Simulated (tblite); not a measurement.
# B$_{2}$SiH$_{2}$Cl$_{2}$F$_{2}$: geometry relaxation (part 4 of 4)

The same run, continued: B$_{2}$SiH$_{2}$Cl$_{2}$F$_{2}$; GFN2-xTB geometry optimisation, gas phase (tblite 0.8.0). It belongs to a series of runs on one base structure; here: H on Si replaced by BCl2.

Geometry of the input (Å):
```
F  -1.9909  1.0616  -1.0449
B  -1.6183  -0.1370  -0.3593
F  -2.3958  -1.3447  -0.4867
Si -0.0203  -0.1483  0.7466
B  1.5235  0.2720  -0.3292
Cl 1.6112  1.8955  -1.2083
Cl 2.8936  -0.9438  -0.5201
H  -0.1481  0.8459  1.8315
H  0.1588  -1.4951  1.3452
```

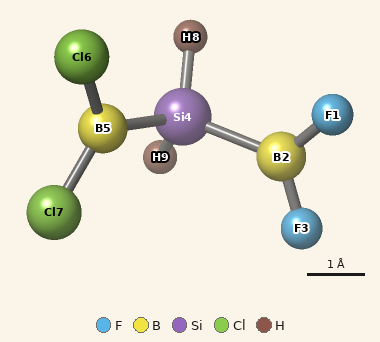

**Figure 1.** The geometry at step 78 of the log (ball-and-stick view, seen at a tilt; atoms are numbered from 1 in the order of the input).

**Trajectory as extended XYZ, continued**
```
9
Properties=species:S:1:pos:R:3:forces:R:3 step=71 energy=-650.65792
F    -2.3406    0.8141   -0.8040    0.0100  -0.0120  -0.0040
B    -1.6550   -0.2270   -0.3708   -0.0180   0.0070   0.0090
F    -2.1576   -1.3670   -0.8044    0.0320   0.0150   0.0100
Si   -0.0249   -0.0620    0.7608   -0.0020   0.0050   0.0050
B     1.6014    0.2742   -0.3565    0.0040  -0.0320  -0.0180
Cl    2.0467    1.8533   -0.8680   -0.0020  -0.0090   0.0030
Cl    2.5837   -1.0346   -0.8906    0.0030   0.0280  -0.0090
H    -0.2092    1.0269    1.7337   -0.0070   0.0050   0.0020
H     0.1691   -1.2718    1.5746   -0.0210  -0.0070   0.0020
9
Properties=species:S:1:pos:R:3:forces:R:3 step=72 energy=-650.65813
F    -2.3494    0.8063   -0.7973    0.0070  -0.0120  -0.0010
B    -1.6516   -0.2292   -0.3702   -0.0080   0.0080   0.0050
F    -2.1339   -1.3719   -0.8192    0.0250   0.0130   0.0100
Si   -0.0259   -0.0548    0.7665   -0.0010   0.0060   0.0050
B     1.5996    0.2742   -0.3544   -0.0080  -0.0030  -0.0260
Cl    2.0627    1.8518   -0.8588   -0.0070  -0.0210   0.0120
Cl    2.5564   -1.0428   -0.9099    0.0170   0.0110  -0.0120
H    -0.2154    1.0356    1.7364   -0.0030   0.0040   0.0010
H     0.1712   -1.2632    1.5816   -0.0230  -0.0070   0.0060
9
Properties=species:S:1:pos:R:3:forces:R:3 step=73 energy=-650.65822
F    -2.3501    0.8044   -0.7954    0.0010  -0.0010  -0.0040
B    -1.6499   -0.2299   -0.3700    0.0070   0.0250   0.0150
F    -2.1272   -1.3722   -0.8230    0.0130  -0.0160   0.0000
Si   -0.0259   -0.0535    0.7684   -0.0020   0.0060   0.0100
B     1.5988    0.2737   -0.3542   -0.0190   0.0070  -0.0200
Cl    2.0656    1.8507   -0.8568   -0.0070  -0.0120   0.0120
Cl    2.5491   -1.0437   -0.9156    0.0290  -0.0080  -0.0170
H    -0.2175    1.0380    1.7367    0.0000   0.0030   0.0010
H     0.1707   -1.2615    1.5847   -0.0220  -0.0040   0.0040
9
Properties=species:S:1:pos:R:3:forces:R:3 step=74 energy=-650.65838
F    -2.3669    0.7917   -0.7795    0.0120  -0.0290   0.0010
B    -1.6456   -0.2354   -0.3702   -0.0080   0.0350   0.0040
F    -2.0958   -1.3802   -0.8449    0.0130   0.0030   0.0040
Si   -0.0267   -0.0444    0.7729   -0.0010   0.0010   0.0190
B     1.5973    0.2727   -0.3534   -0.0150   0.0170  -0.0260
Cl    2.0912    1.8490   -0.8347   -0.0100  -0.0310   0.0170
Cl    2.5145   -1.0552   -0.9457    0.0280   0.0010  -0.0140
H    -0.2235    1.0546    1.7317    0.0030  -0.0020  -0.0010
H     0.1692   -1.2468    1.5988   -0.0220   0.0060  -0.0010
9
Properties=species:S:1:pos:R:3:forces:R:3 step=75 energy=-650.65863
F    -2.3743    0.7844   -0.7729    0.0020  -0.0130  -0.0020
B    -1.6431   -0.2375   -0.3696   -0.0020   0.0260   0.0030
F    -2.0785   -1.3830   -0.8562    0.0110  -0.0040   0.0040
Si   -0.0274   -0.0399    0.7762    0.0000  -0.0080   0.0140
B     1.5953    0.2714   -0.3541   -0.0210   0.0150  -0.0150
Cl    2.1022    1.8466   -0.8233   -0.0080  -0.0180   0.0120
Cl    2.4976   -1.0591   -0.9617    0.0320  -0.0090  -0.0180
H    -0.2245    1.0628    1.7297    0.0030   0.0040   0.0040
H     0.1662   -1.2396    1.6067   -0.0180   0.0080  -0.0030
9
Properties=species:S:1:pos:R:3:forces:R:3 step=76 energy=-650.65902
F    -2.3962    0.7681   -0.7571    0.0020  -0.0100  -0.0020
B    -1.6411   -0.2419   -0.3688   -0.0080   0.0160  -0.0050
F    -2.0471   -1.3898   -0.8757    0.0090   0.0020   0.0060
Si   -0.0290   -0.0310    0.7787    0.0020  -0.0130   0.0070
B     1.5931    0.2678   -0.3565   -0.0130   0.0050   0.0020
Cl    2.1285    1.8418   -0.7942   -0.0070  -0.0070   0.0050
Cl    2.4709   -1.0663   -0.9929    0.0230  -0.0100  -0.0160
H    -0.2231    1.0815    1.7207    0.0020   0.0050   0.0070
H     0.1576   -1.2241    1.6206   -0.0100   0.0110  -0.0040
9
Properties=species:S:1:pos:R:3:forces:R:3 step=77 energy=-650.65908
F    -2.4008    0.7651   -0.7564   -0.0260   0.0430  -0.0120
B    -1.6432   -0.2412   -0.3679    0.0290   0.0150   0.0190
F    -2.0460   -1.3890   -0.8745   -0.0050  -0.0520  -0.0120
Si   -0.0298   -0.0310    0.7772    0.0020  -0.0060   0.0000
B     1.5927    0.2653   -0.3590   -0.0170  -0.0060   0.0240
Cl    2.1299    1.8391   -0.7877   -0.0030   0.0330  -0.0060
Cl    2.4769   -1.0634   -0.9955    0.0220  -0.0350  -0.0200
H    -0.2182    1.0839    1.7175    0.0010   0.0050   0.0070
H     0.1522   -1.2228    1.6212   -0.0040   0.0040   0.0000
9
Properties=species:S:1:pos:R:3:forces:R:3 step=78 energy=-650.65911
F    -2.4203    0.7519   -0.7429    0.0010  -0.0090   0.0000
B    -1.6420   -0.2449   -0.3676   -0.0090  -0.0160  -0.0190
F    -2.0191   -1.3959   -0.8921    0.0090   0.0310   0.0160
Si   -0.0315   -0.0228    0.7795    0.0040  -0.0040  -0.0040
B     1.5913    0.2626   -0.3596    0.0140  -0.0050   0.0060
Cl    2.1539    1.8360   -0.7639   -0.0120  -0.0070   0.0000
Cl    2.4523   -1.0718   -1.0224   -0.0050   0.0080  -0.0010
H    -0.2192    1.0995    1.7116    0.0010  -0.0010   0.0020
H     0.1481   -1.2086    1.6324   -0.0020   0.0040   0.0000
9
Properties=species:S:1:pos:R:3:forces:R:3 step=79 energy=-650.65919
F    -2.4067    0.7619   -0.7524   -0.0110   0.0140  -0.0060
B    -1.6431   -0.2423   -0.3681    0.0120   0.0070   0.0050
F    -2.0391   -1.3914   -0.8794    0.0010  -0.0160  -0.0010
Si   -0.0303   -0.0287    0.7775    0.0020  -0.0020   0.0000
B     1.5927    0.2646   -0.3587   -0.0020  -0.0040   0.0100
Cl    2.1370    1.8389   -0.7812   -0.0070   0.0090  -0.0010
Cl    2.4702   -1.0666   -1.0029    0.0090  -0.0110  -0.0100
H    -0.2192    1.0881    1.7159    0.0010   0.0010   0.0030
H     0.1521   -1.2185    1.6241   -0.0050   0.0020   0.0010
9
Properties=species:S:1:pos:R:3:forces:R:3 step=80 energy=-650.65920
F    -2.4074    0.7615   -0.7522   -0.0100   0.0120  -0.0050
B    -1.6432   -0.2423   -0.3681    0.0110   0.0040   0.0030
F    -2.0382   -1.3916   -0.8800    0.0010  -0.0120   0.0000
Si   -0.0304   -0.0286    0.7776    0.0020   0.0000   0.0000
B     1.5926    0.2643   -0.3588    0.0010  -0.0050   0.0090
Cl    2.1374    1.8388   -0.7802   -0.0080   0.0070  -0.0010
Cl    2.4699   -1.0668   -1.0039    0.0060  -0.0080  -0.0090
H    -0.2189    1.0886    1.7157    0.0010   0.0010   0.0020
H     0.1518   -1.2179    1.6247   -0.0050   0.0010   0.0010
9
Properties=species:S:1:pos:R:3:forces:R:3 step=81 energy=-650.65925
F    -2.4068    0.7626   -0.7537   -0.0040   0.0030  -0.0020
B    -1.6436   -0.2416   -0.3680    0.0060  -0.0010  -0.0030
F    -2.0384   -1.3914   -0.8796    0.0020   0.0010   0.0040
Si   -0.0306   -0.0295    0.7779    0.0020   0.0090  -0.0020
B     1.5921    0.2631   -0.3591    0.0090  -0.0070   0.0040
Cl    2.1341    1.8390   -0.7801   -0.0090   0.0000  -0.0010
Cl    2.4728   -1.0667   -1.0043   -0.0020   0.0030  -0.0030
H    -0.2171    1.0883    1.7161    0.0010  -0.0020  -0.0010
H     0.1509   -1.2179    1.6257   -0.0050  -0.0060   0.0040
9
Properties=species:S:1:pos:R:3:forces:R:3 step=82 energy=-650.65930
F    -2.4018    0.7663   -0.7581   -0.0010  -0.0020   0.0000
B    -1.6435   -0.2400   -0.3678    0.0030  -0.0050  -0.0070
F    -2.0423   -1.3901   -0.8766    0.0030   0.0090   0.0070
Si   -0.0304   -0.0317    0.7786    0.0020   0.0140  -0.0030
B     1.5916    0.2624   -0.3592    0.0140  -0.0090   0.0010
Cl    2.1257    1.8399   -0.7850   -0.0080  -0.0040  -0.0010
Cl    2.4791   -1.0653   -1.0007   -0.0080   0.0110   0.0010
H    -0.2153    1.0853    1.7184    0.0010  -0.0030  -0.0030
H     0.1503   -1.2207    1.6252   -0.0050  -0.0100   0.0050
9
Properties=species:S:1:pos:R:3:forces:R:3 step=83 energy=-650.65937
F    -2.3892    0.7749   -0.7682    0.0060  -0.0150   0.0050
B    -1.6428   -0.2367   -0.3676   -0.0040  -0.0020  -0.0130
F    -2.0519   -1.3866   -0.8686    0.0020   0.0170   0.0080
Si   -0.0295   -0.0368    0.7802    0.0010   0.0190  -0.0040
B     1.5907    0.2613   -0.3591    0.0180  -0.0090  -0.0020
Cl    2.1064    1.8419   -0.7979   -0.0080  -0.0100   0.0000
Cl    2.4931   -1.0614   -0.9908   -0.0140   0.0180   0.0050
H    -0.2118    1.0777    1.7237    0.0010  -0.0050  -0.0050
H     0.1486   -1.2284    1.6231   -0.0030  -0.0130   0.0060
9
Properties=species:S:1:pos:R:3:forces:R:3 step=84 energy=-650.65943
F    -2.3799    0.7801   -0.7749    0.0060  -0.0160   0.0050
B    -1.6413   -0.2345   -0.3674   -0.0050  -0.0010  -0.0140
F    -2.0568   -1.3842   -0.8637    0.0010   0.0170   0.0070
Si   -0.0288   -0.0397    0.7822    0.0010   0.0140  -0.0040
B     1.5898    0.2609   -0.3590    0.0160  -0.0060   0.0000
Cl    2.0933    1.8429   -0.8072   -0.0060  -0.0090   0.0000
Cl    2.5004   -1.0584   -0.9850   -0.0130   0.0150   0.0050
H    -0.2097    1.0730    1.7280    0.0010  -0.0040  -0.0040
H     0.1465   -1.2341    1.6219   -0.0010  -0.0090   0.0050
9
Properties=species:S:1:pos:R:3:forces:R:3 step=85 energy=-650.65948
F    -2.3723    0.7837   -0.7797    0.0010  -0.0090   0.0020
B    -1.6394   -0.2329   -0.3674   -0.0020   0.0020  -0.0080
F    -2.0599   -1.3821   -0.8598   -0.0010   0.0070   0.0030
Si   -0.0279   -0.0415    0.7839    0.0010   0.0020  -0.0020
B     1.5892    0.2609   -0.3585    0.0070   0.0000   0.0060
Cl    2.0836    1.8434   -0.8150   -0.0050  -0.0030   0.0000
Cl    2.5045   -1.0558   -0.9806   -0.0040   0.0010   0.0000
H    -0.2086    1.0694    1.7315    0.0010  -0.0020   0.0000
H     0.1443   -1.2392    1.6205    0.0010   0.0010   0.0000
```

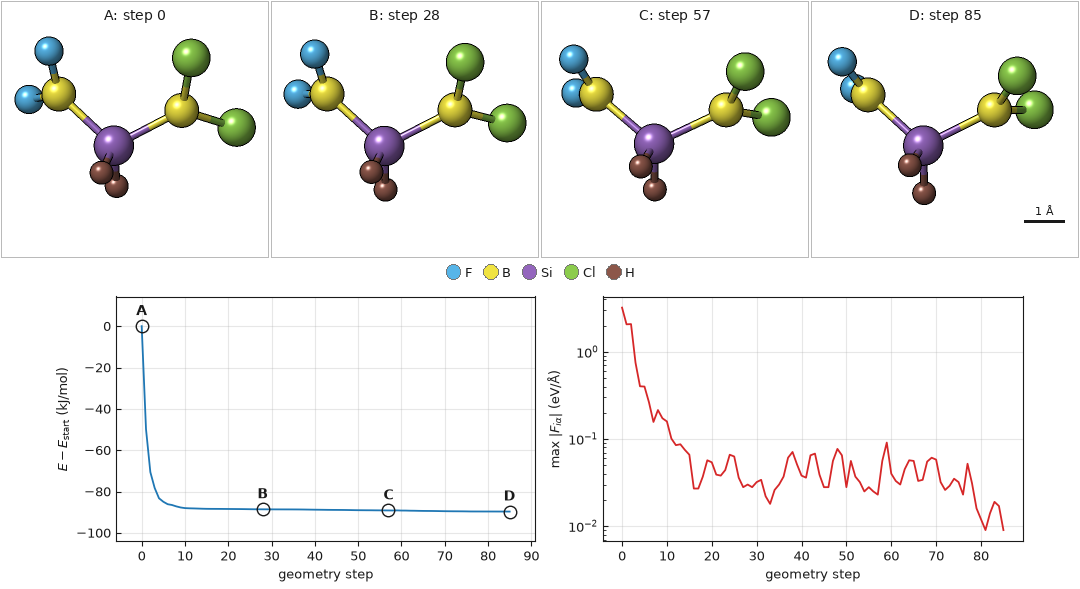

**Figure 2.** Frames of the relaxation (ball-and-stick view, seen at a tilt) above the curves, on which the letters mark them (steps are counted from 0).

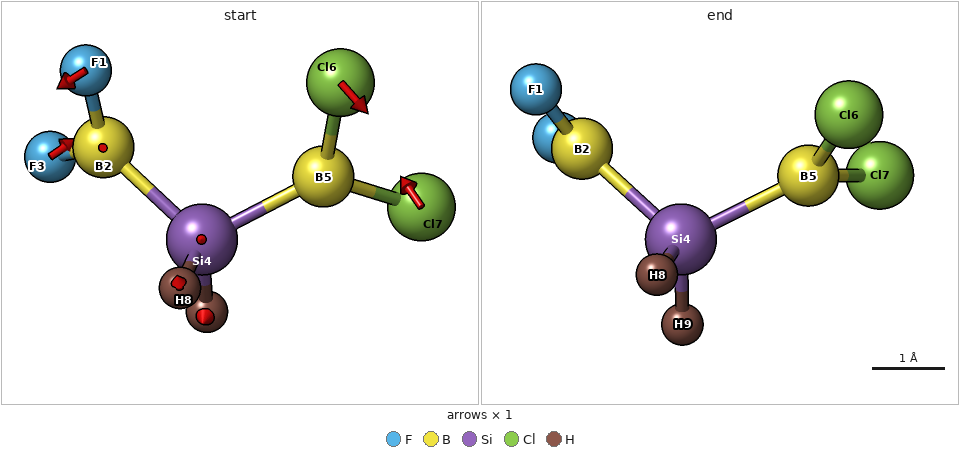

**Figure 3.** Before (left) and after (right) the relaxation, at one scale (ball-and-stick view, seen at a tilt). The red arrows give the displacements, at true length. The largest moves after the best rigid fit, 0.61 Å, are those of Cl6 and Cl7. Largest moves by element: Cl 0.61 Å, F 0.54 Å, H 0.39 Å, Si 0.12 Å, B 0.10 Å. Among the contacts that change: B5–Cl6 1.848 → 1.720 Å, B2–F3 1.442 → 1.319 Å, B5–Cl7 1.842 → 1.720 Å, F1–B2 1.430 → 1.319 Å. Among the angles that change: F1–B2–F3 121.3° → 112.2°, F1–B2–Si4 119.5° → 123.8°, H8–Si4–H9 109.0° → 105.2°. Over 85 geometry steps the energy falls by 89.7 kJ/mol. Largest force component: 3.2 eV/Å at the start, 0.009 eV/Å at the end. (Atoms are counted from 1 in the order of the input.)

**Key numbers**

```json
{"quantity": "outcome", "value": "converged"}
{"quantity": "total energy", "value": "−650.6595 eV"}
{"quantity": "hardware", "value": "1 CPU thread, shared host"}
{"quantity": "peak memory", "value": "0.18 GiB"}
```
